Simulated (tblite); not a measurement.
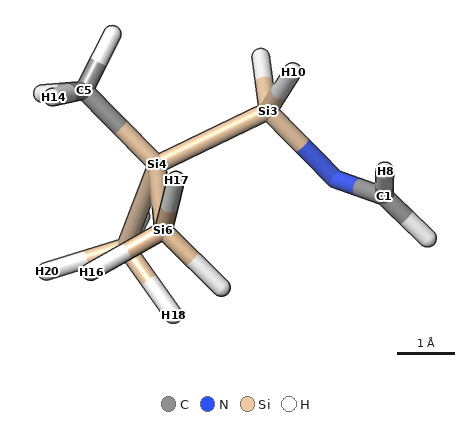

**Figure 1.** The input geometry (stick view, seen at a tilt; atoms are numbered from 1 in the order of the input).

## Geometry relaxation, with input and output: C₂H₁₃NSi₄ (part 1 of 2)

C₂H₁₃NSi₄, computed with GFN2-xTB geometry optimisation, gas phase (tblite 0.8.0).

It belongs to a series of runs on one base structure; here: H on Si replaced by N=CH2.

### Output
```
step      E/eV     max force
  0    -562.14173    2.773
  1    -562.33245    2.385
  2    -562.43204    0.448
  3    -562.47235    0.527
  4    -562.56601    0.686
  5    -562.64697    0.727
  6    -562.71936    0.634
  7    -562.76371    0.420
  8    -562.79842    0.474
  9    -562.82502    0.416
 10    -562.84864    0.305
 11    -562.86314    0.227
 12    -562.86993    0.226
 13    -562.87492    0.230
 14    -562.88095    0.227
 15    -562.88756    0.201
 16    -562.89261    0.172
 17    -562.89604    0.176
 18    -562.89964    0.191
 19    -562.90364    0.172
 20    -562.90712    0.145
 21    -562.90970    0.130
 22    -562.91184    0.125
 23    -562.91424    0.173
 24    -562.91698    0.161
 25    -562.91926    0.090
 26    -562.92084    0.101
 27    -562.92234    0.106
 28    -562.92398    0.096
 29    -562.92551    0.102
 30    -562.92673    0.096
 31    -562.92776    0.091
 32    -562.92887    0.077
 33    -562.92990    0.063
 34    -562.93058    0.072
 35    -562.93104    0.061
 36    -562.93151    0.052
 37    -562.93205    0.070
 38    -562.93258    0.059
 39    -562.93299    0.044
 40    -562.93332    0.039
 41    -562.93369    0.046
 42    -562.93414    0.056
 43    -562.93459    0.053
 44    -562.93507    0.049
 45    -562.93568    0.064
 46    -562.93660    0.081
 47    -562.93789    0.096
 48    -562.93934    0.095
 49    -562.94048    0.084
 50    -562.94108    0.053
 51    -562.94142    0.042
 52    -562.94169    0.036
 53    -562.94196    0.047
 54    -562.94226    0.047
 55    -562.94264    0.046
 56    -562.94306    0.042
 57    -562.94346    0.050
 58    -562.94381    0.057
 59    -562.94411    0.039
 60    -562.94441    0.043
 61    -562.94476    0.050
 62    -562.94523    0.073
 63    -562.94601    0.094
 64    -562.94704    0.093
 65    -562.94820    0.075
 66    -562.94910    0.056
 67    -562.94964    0.051
 68    -562.95012    0.060
 69    -562.95086    0.065
 70    -562.95171    0.144
 71    -562.94261    0.440
 72    -562.95295    0.103
 73    -562.95375    0.095
 74    -562.95267    0.377
 75    -562.95773    0.082
 76    -562.95897    0.090
 77    -562.96043    0.180
 78    -562.96170    0.070
 79    -562.96254    0.050
 80    -562.96424    0.066
 81    -562.96519    0.087
 82    -562.96684    0.098
 83    -562.96841    0.097
 84    -562.96958    0.079
 85    -562.97021    0.060
 86    -562.97077    0.078
 87    -562.97147    0.068
 88    -562.97238    0.073
 89    -562.97322    0.083
 90    -562.97472    0.108
 91    -562.97679    0.138
 92    -562.97587    0.267
 93    -562.97979    0.086
 94    -562.98056    0.054
 95    -562.98141    0.063
 96    -562.98176    0.059
 97    -562.98266    0.062
 98    -562.98328    0.070
 99    -562.98393    0.052
100    -562.98435    0.049
101    -562.98482    0.038
102    -562.98518    0.045
103    -562.98548    0.036
104    -562.98581    0.040
105    -562.98628    0.042
106    -562.98675    0.051
107    -562.98711    0.048
108    -562.98733    0.041
109    -562.98750    0.039
110    -562.98766    0.025
111    -562.98783    0.024
112    -562.98792    0.024
113    -562.98801    0.023
114    -562.98813    0.025
115    -562.98830    0.034
116    -562.98846    0.030
117    -562.98856    0.021
118    -562.98862    0.017
119    -562.98868    0.018
120    -562.98879    0.024
121    -562.98893    0.030
122    -562.98909    0.026
123    -562.98922    0.021
124    -562.98930    0.016
125    -562.98936    0.019
126    -562.98940    0.016
127    -562.98943    0.011
128    -562.98945    0.010
129    -562.98948    0.010
130    -562.98951    0.014
131    -562.98954    0.011
132    -562.98956    0.009
```

### Trajectory as extended XYZ (Å, eV, eV/Å), 11 of the 133 frames kept, from step=0 to step=132
```
20
Properties=species:S:1:pos:R:3:forces:R:3 step=0 energy=-562.14173
C     3.2538   -0.7439    0.3252   -1.4830  -0.1940  -1.7890
N     2.4113   -0.7512   -0.6611    1.4410   1.0050   2.1460
Si    1.3989    0.6836   -0.8347    1.4360  -0.0330  -1.2630
Si   -0.6777    0.2442   -0.1945   -0.2760  -0.4320   0.2040
C    -1.7803    1.6699   -0.6510   -0.9880   1.0990  -0.8380
Si   -0.6834    0.0168    2.0333   -0.6470  -0.2100   0.9700
Si   -1.4712   -1.6857   -1.0072   -0.2080  -1.2790  -0.1860
H     3.3453    0.0962    1.0232    0.1240  -0.2380  -0.1090
H     3.9084   -1.5949    0.4993   -0.2030   0.0600  -0.1140
H     1.9579    1.7771   -0.0275    0.1280   0.1280  -0.1280
H     1.3767    1.0464   -2.2850    0.3430  -0.1250   0.4800
H    -2.5397    1.3447   -1.4174    0.7230   0.6220   0.7370
H    -1.1479    2.4810   -1.0846   -0.8610  -0.4010   0.3030
H    -2.3278    2.0524    0.2327    0.2840  -0.0390  -0.7100
H     0.1974   -1.0826    2.3907    0.1650  -0.0080   0.2740
H    -2.0590   -0.4136    2.4015    0.3770   0.2160   0.2240
H    -0.3156    1.2784    2.6668   -0.0010  -0.0710   0.3440
H    -0.7856   -2.7662   -0.2358   -0.2970   0.2040  -0.3740
H    -1.1514   -1.8190   -2.4309   -0.1930  -0.1990   0.0240
H    -2.9153   -1.8229   -0.7461    0.1380  -0.1060  -0.1960
20
Properties=species:S:1:pos:R:3:forces:R:3 step=13 energy=-562.87492
C     3.2772   -0.7343    0.3225   -0.0840  -0.0840  -0.0330
N     2.4776   -0.5702   -0.6245   -0.0540  -0.0480   0.0830
Si    1.4661    0.7950   -0.9317   -0.0610   0.0040   0.0820
Si   -0.6977    0.2392   -0.1950    0.1500  -0.1720   0.0300
C    -1.8227    1.7296   -0.6941    0.0090  -0.0680  -0.0030
Si   -0.7325    0.0096    2.1470    0.0330   0.0430  -0.0500
Si   -1.5011   -1.7945   -1.0647    0.0120   0.1460  -0.0020
H     3.4883    0.0111    1.0933    0.0300   0.0560   0.0240
H     3.8074   -1.6744    0.4293    0.0350  -0.0680  -0.0620
H     2.0159    1.9365   -0.1831   -0.0540   0.1990  -0.0480
H     1.6605    1.0353   -2.3610    0.0280  -0.0140  -0.0110
H    -2.5619    1.4438   -1.4389    0.0430   0.0050   0.0280
H    -1.2485    2.5565   -1.1071   -0.0220  -0.0560   0.0310
H    -2.3643    2.1080    0.1684   -0.0180   0.0110  -0.0310
H     0.2072   -1.0280    2.5831   -0.0080  -0.0330  -0.0350
H    -2.0462   -0.3671    2.6722   -0.0430  -0.0260   0.0150
H    -0.3466    1.1983    2.9078    0.0110   0.1050   0.0190
H    -0.8668   -2.9089   -0.3605    0.0260  -0.0230   0.0120
H    -1.2730   -2.0098   -2.4929    0.0200   0.0130  -0.0570
H    -2.9441   -1.9647   -0.8732   -0.0530   0.0090   0.0090
20
Properties=species:S:1:pos:R:3:forces:R:3 step=26 energy=-562.92084
C     3.2649   -0.7633    0.3344    0.0520   0.0010   0.0380
N     2.4141   -0.5191   -0.5437    0.0100  -0.0610   0.0070
Si    1.4482    0.8547   -0.8973    0.0990  -0.0050  -0.0200
Si   -0.6729    0.2039   -0.1682   -0.0040   0.0400   0.0730
C    -1.8058    1.6790   -0.6817   -0.0060  -0.0260   0.0000
Si   -0.7286    0.0324    2.1764   -0.0050  -0.0040  -0.0240
Si   -1.4992   -1.7831   -1.0888    0.0100  -0.0100   0.0040
H     3.5905   -0.0506    1.0978    0.0250   0.0190   0.0070
H     3.7468   -1.7371    0.3700   -0.0490  -0.0320  -0.0070
H     1.9270    2.1122   -0.2933   -0.0260   0.0400   0.0430
H     1.7154    0.9839   -2.3302   -0.0620  -0.0010  -0.0680
H    -2.5205    1.3795   -1.4418   -0.0210   0.0220  -0.0110
H    -1.2290    2.5066   -1.0863   -0.0370  -0.0030   0.0150
H    -2.3720    2.0586    0.1639   -0.0170  -0.0040  -0.0280
H     0.2099   -1.0191    2.5882   -0.0160   0.0340   0.0360
H    -2.0459   -0.3485    2.7037    0.0450   0.0150  -0.0050
H    -0.3488    1.2452    2.9156   -0.0030  -0.0430  -0.0320
H    -0.8737   -2.9162   -0.4008   -0.0130  -0.0150  -0.0280
H    -1.2774   -1.9762   -2.5243    0.0140   0.0240  -0.0010
H    -2.9481   -1.9321   -0.8967    0.0050   0.0090   0.0000
20
Properties=species:S:1:pos:R:3:forces:R:3 step=40 energy=-562.93332
C     3.2779   -0.7832    0.3478    0.0080   0.0050   0.0090
N     2.4233   -0.5011   -0.5168   -0.0200  -0.0050   0.0300
Si    1.4649    0.8696   -0.8918    0.0100  -0.0140  -0.0090
Si   -0.6564    0.2069   -0.1518    0.0220   0.0040  -0.0110
C    -1.8169    1.6564   -0.6824   -0.0220   0.0060   0.0010
Si   -0.7152    0.0384    2.1844   -0.0140   0.0070  -0.0080
Si   -1.4823   -1.7699   -1.0958    0.0140   0.0180   0.0090
H     3.6812   -0.0821    1.0851   -0.0200   0.0240  -0.0190
H     3.6800   -1.7929    0.3989   -0.0190   0.0000  -0.0240
H     1.8878    2.1647   -0.3210    0.0290  -0.0250  -0.0050
H     1.6630    0.9600   -2.3406    0.0030  -0.0020   0.0090
H    -2.5125    1.3503   -1.4581    0.0040  -0.0230  -0.0140
H    -1.2607    2.5056   -1.0700    0.0140  -0.0060   0.0150
H    -2.4110    2.0167    0.1519   -0.0190  -0.0090   0.0180
H     0.2134   -0.9992    2.6415    0.0250  -0.0030   0.0100
H    -2.0306   -0.3352    2.7126   -0.0160   0.0100   0.0120
H    -0.3386    1.2640    2.8961    0.0060   0.0160   0.0150
H    -0.8865   -2.9421   -0.4518    0.0140  -0.0120  -0.0020
H    -1.2540   -1.9160   -2.5349    0.0010   0.0100  -0.0210
H    -2.9320   -1.9000   -0.9061   -0.0200  -0.0010  -0.0140
20
Properties=species:S:1:pos:R:3:forces:R:3 step=53 energy=-562.94196
C     3.2588   -0.7988    0.3492    0.0020  -0.0050   0.0000
N     2.3660   -0.5351   -0.4811    0.0080  -0.0170  -0.0310
Si    1.4662    0.8667   -0.8871    0.0000  -0.0040   0.0030
Si   -0.6453    0.2095   -0.1194   -0.0210   0.0330  -0.0260
C    -1.8482    1.6196   -0.6659    0.0060  -0.0050   0.0030
Si   -0.6988    0.0730    2.2179    0.0010   0.0030   0.0010
Si   -1.4567   -1.7480   -1.1213   -0.0060  -0.0090  -0.0060
H     3.7329   -0.0686    1.0106    0.0020   0.0320   0.0110
H     3.6179   -1.8200    0.4456    0.0000  -0.0280  -0.0050
H     1.9856    2.1420   -0.3553   -0.0210   0.0010   0.0050
H     1.6361    0.9253   -2.3408    0.0120  -0.0220   0.0040
H    -2.4789    1.2952   -1.4891    0.0130   0.0240   0.0020
H    -1.3151    2.5067   -0.9980   -0.0140  -0.0050   0.0240
H    -2.5081    1.9221    0.1425    0.0080  -0.0210  -0.0090
H     0.2360   -0.9462    2.7056    0.0010  -0.0040  -0.0080
H    -2.0184   -0.2898    2.7432   -0.0080   0.0010   0.0200
H    -0.3261    1.3130    2.9082   -0.0050   0.0150   0.0030
H    -0.8752   -2.9598   -0.5396    0.0060   0.0100   0.0040
H    -1.2215   -1.8199   -2.5670    0.0080   0.0070   0.0030
H    -2.9123   -1.8760   -0.9609    0.0090  -0.0070   0.0030
20
Properties=species:S:1:pos:R:3:forces:R:3 step=66 energy=-562.94910
C     3.2520   -0.8244    0.3451    0.0270   0.0050  -0.0010
N     2.3412   -0.5836   -0.4726    0.0140  -0.0040  -0.0120
Si    1.4597    0.8227   -0.9089   -0.0230  -0.0100   0.0240
Si   -0.6550    0.2185   -0.1067   -0.0060  -0.0180  -0.0270
C    -1.8720    1.6136   -0.6424   -0.0350   0.0220   0.0010
Si   -0.7045    0.1200    2.2341    0.0120  -0.0140   0.0260
Si   -1.4355   -1.7325   -1.1414   -0.0050  -0.0050  -0.0020
H     3.7502   -0.0696    0.9618   -0.0140  -0.0140   0.0070
H     3.6060   -1.8452    0.4722   -0.0140   0.0100  -0.0030
H     1.9728    2.0991   -0.3813    0.0310   0.0460   0.0020
H     1.6643    0.8559   -2.3591   -0.0210  -0.0160   0.0090
H    -2.4156    1.3331   -1.5405    0.0310   0.0360  -0.0140
H    -1.3710    2.5567   -0.8461   -0.0060  -0.0320   0.0300
H    -2.6121    1.7992    0.1311   -0.0070   0.0110  -0.0170
H     0.2446   -0.8919    2.7101    0.0170   0.0090   0.0090
H    -2.0027   -0.2467    2.8125   -0.0020   0.0080  -0.0340
H    -0.3340    1.3743    2.9029    0.0070  -0.0090  -0.0160
H    -0.8295   -2.9446   -0.5888    0.0040  -0.0030   0.0020
H    -1.1759   -1.7447   -2.5860   -0.0130  -0.0120   0.0200
H    -2.8881   -1.8992   -0.9990    0.0020  -0.0090  -0.0050
```
